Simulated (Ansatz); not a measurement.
# C2H8Si (dimethylsilane): B3LYP/6-31G(d) (spherical functions)

What is the electronic atomisation energy of C2H8Si (dimethylsilane) at B3LYP/6-31G* (spherical functions)? 

Program for the calculation: Ansatz 0.2.0.

## (1) The structure to begin with

C2H8Si: 11 atoms, total charge 0, spin state singlet. SMILES: `C[SiH2]C`. Geometry: relaxed at PBE0-D4/def2-TZVP.

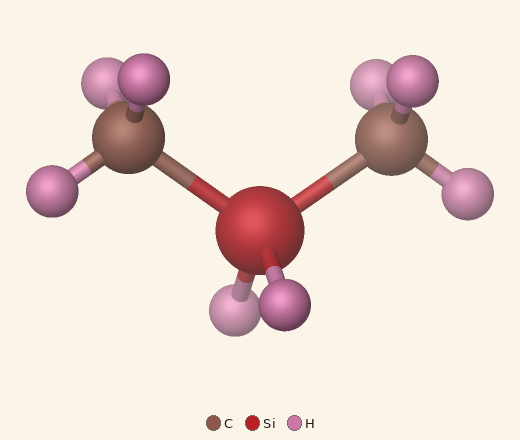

Viewed from a chosen angle; carbon brown, silicon red, hydrogen pink.

## (2) A single-point energy at B3LYP/6-31G(d) (spherical functions)

job.yaml

```yaml
crystal:
  periodic: [false, false, false]
  atoms:
    - {symbol: C, position_ang: [-1.050200, 0.967200, -0.661200]}
    - {symbol: Si, position_ang: [-0.309200, -0.653200, -0.087600]}
    - {symbol: C, position_ang: [1.346600, -0.392300, 0.745700]}
    - {symbol: H, position_ang: [-2.015800, 0.806900, -1.146100]}
    - {symbol: H, position_ang: [-0.391700, 1.464600, -1.377800]}
    - {symbol: H, position_ang: [-1.204900, 1.644900, 0.182100]}
    - {symbol: H, position_ang: [-0.139900, -1.564200, -1.256100]}
    - {symbol: H, position_ang: [-1.245100, -1.319300, 0.863300]}
    - {symbol: H, position_ang: [2.058200, 0.075200, 0.060400]}
    - {symbol: H, position_ang: [1.772600, -1.342000, 1.077400]}
    - {symbol: H, position_ang: [1.244800, 0.255200, 1.620300]}
basis:
  gaussian:
    orbitals: 6-31G_st_-spherical.json
output: {orbitals: {seedname: orbitals}}
accuracy: high
hamiltonian:
  xc: {name: B3LYP}
```

The basis set 6-31G* is read from a file made from the Basis Set Exchange's data (not shown).

The run is started by

```
$ ansatz run job.yaml --threads 1 --pin off --max-ram 3480MiB --events-out events.jsonl --progress --plain --runs-dir runs
```

Output:

```text
Warning: RAYON_NUM_THREADS=1 ignored (pool sized by the plan → 1); use --threads N
Functional definition: B3LYP
  name "B3LYP"
  parameter a0 = 0.2
  parameter ax = 0.72
  parameter ac = 0.81
  exchange = (1 - a0 - ax)*slater_x + ax*b88_x + a0*exact_x
  correlation = (1 - ac)*vwn_rpa_c + ac*lyp_c
1541 factors; integrals over basis functions are off by at most 4.0e-9 eV
mean field evaluation 1: about -10075.0979 eV, gradient 5.6e1 eV
mean field evaluation 2: about -10071.9344 eV, gradient 6.3e1 eV
mean field evaluation 4: about -10082.5714 eV, gradient 6.8e-1 eV
mean field evaluation 8: about -10082.7543 eV, gradient 5.8e-2 eV
mean field evaluation 16: about -10082.7544 eV, gradient 7.4e-7 eV
mean field -10082.75436204 eV, -370.5343884688 hartree, gradient 4.3e-8 eV, S^2 0.000000; 0 other end points of the search recorded, 0 dependent functions left out
reference -10082.75439997 eV, -370.5343898624 hartree; 17, 17 occupied and 45, 45 virtual orbitals, 1541 factors
Total energy: -10082.75439997 eV, -370.5343898624 hartree
```

It took 5.4 s on 1 thread of Arm Neoverse V2, shared host; peak memory 0.19 GiB.

## (3) The C atom at the same level

molecule.yaml

```yaml
basis:
  gaussian:
    orbitals: 6-31G_st_-spherical.json
crystal:
  periodic: [false, false, false]
  atoms:
    - {symbol: C, position_ang: [0.000000, 0.000000, 0.000000]}
total_charge: 0
magnetization:
  spin_polarized: true
  initial_magnetization: 2
hamiltonian:
  xc: {name: B3LYP}
accuracy: high
```

The basis set 6-31G* is read from a file made from the Basis Set Exchange's data (not shown).

The run is started by

```
$ ansatz run molecule.yaml --threads 1 --pin off --max-ram 3480MiB --events-out events.jsonl --progress --plain --runs-dir runs
```

Output, shortened:

```text
Warning: RAYON_NUM_THREADS=1 ignored (pool sized by the plan → 1); use --threads N
[... 7 set-up lines as earlier in the session ...]
96 factors; integrals over basis functions are off by at most 1.1e-9 eV
mean field evaluation 1: about -1029.7320 eV, gradient 3.6e0 eV
mean field evaluation 2: about -1029.7994 eV, gradient 1.0e0 eV
mean field evaluation 4: about -1029.8062 eV, gradient 2.3e-1 eV
mean field evaluation 8: about -1029.8066 eV, gradient 6.7e-6 eV
mean field -1029.80656969 eV, -37.8446934081 hartree, gradient 9.8e-9 eV, S^2 2.001951; 0 other end points of the search recorded, 0 dependent functions left out
reference -1029.80658741 eV, -37.8446940593 hartree; 4, 2 occupied and 10, 12 virtual orbitals, 96 factors
Total energy: -1029.80658741 eV, -37.8446940593 hartree
```

It took 0.3 s on 1 thread of Arm Neoverse V2, shared host.

## (4) The H atom, same level

input.yaml

```yaml
basis:
  gaussian: {orbitals: "6-31G*"}
crystal:
  periodic: [false, false, false]
  atoms:
    - {symbol: H, position_ang: [0.000000, 0.000000, 0.000000]}
magnetization: {spin_polarized: true, initial_magnetization: 1}
hamiltonian: {xc: {name: B3LYP}}
accuracy: high
```

Run the same way, it converges to -0.50027 Eh (log not shown).

## (5) The Si atom, same level

molecule.yaml

```yaml
crystal:
  periodic: [false, false, false]
  atoms:
    - symbol: Si
      position_ang: [0.000000, 0.000000, 0.000000]
basis:
  gaussian:
    orbitals: 6-31G_st_-spherical.json
magnetization:
  spin_polarized: true
  initial_magnetization: 2
hamiltonian:
  xc: {name: B3LYP}
accuracy: high
```

The basis set 6-31G* is read from a file made from the Basis Set Exchange's data (not shown).

Run the same way, it converges to -289.36979 Eh (log not shown).

## (6) Summary of results

At B3LYP/6-31G* (spherical functions):

| quantity | value |
| --- | --- |
| molecule: total energy | -370.53439 Eh |
| molecule: HOMO energy | -8.39 eV |
| molecule: LUMO energy | 1.59 eV |
| molecule: HOMO–LUMO gap | 9.98 eV |
| C atom: total energy | -37.84469 Eh |
| C atom: ⟨S²⟩ | 2.002 |
| H atom: total energy | -0.50027 Eh |
| H atom: ⟨S²⟩ | 0.750 |
| Si atom: total energy | -289.36979 Eh |
| Si atom: ⟨S²⟩ | 2.002 |
| electronic atomisation energy | 40.083 eV |

Taking the molecule apart into free atoms costs 40.08 eV (924 kcal/mol), before zero-point energy and without spin-orbit coupling.
